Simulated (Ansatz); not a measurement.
# Does disorder add resistance in series? Cu(111) layers displaced at 180 K

Two lengths of the disordered region are known. What area resistance does the third give?

Set-up. Ansatz 0.2.0, plane waves with PAW datasets at their recommended cutoffs (420 eV for most), Fermi-Dirac smearing; ballistic transmission by layer matching. The area resistance is RA = A (h/2e²)(1/T − 1/N), with T the zone-mean transmission per spin and N the lead's channels, both averaged over a few energies near the Fermi level; for magnets each spin is taken apart, with h/e², and the two conduct in parallel. Lateral cell 2x2, PBE, a fresh random draw for each length. Atoms are displaced independently, by 0.0620 Å r.m.s. per direction; each RA is scaled by the nominal over the drawn mean square displacement.

Results; the value marked ? is to be predicted:

| length (Å) | channels N | RA (fΩ m²) |
| --- | --- | --- |
| 8.35 | 3.210 | 0.0177 |
| 16.7 | 3.210 | 0.0300 |
| 25.0 | 3.210 | ? |

**Fit on the rows shown.**

Ohm's law makes RA linear in the length: the slope is (0.0300 − 0.0177)/(16.7 − 8.35) = 1.48×10⁻³ fΩ m² per Å, or 1.5 µΩ cm. Then 0.0300 + 1.48×10⁻³ × 8.35. Predicted: 0.0424 fΩ m².

What the run gave:

0.0539 fΩ m², so the prediction is 21 % too low. The three lengths together give 2.2 µΩ cm. Single draws scatter; these runs don't part the causes of the miss, and leave the question open.

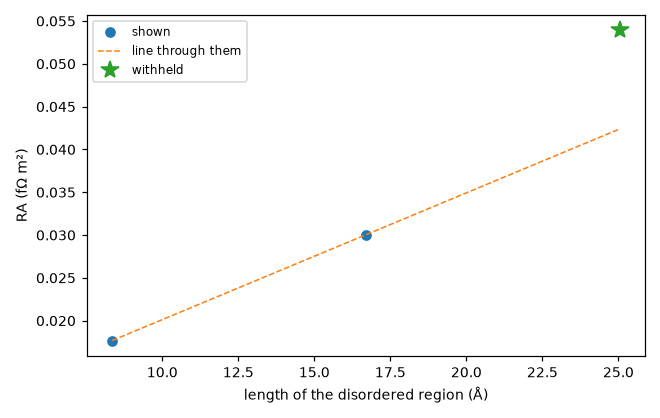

Area resistance against length.

Caveats: The scatterers repeat sideways with the small cell. The slope is a raw one; a model of isotropic scattering puts it 1.23 times the bulk value over these lengths.
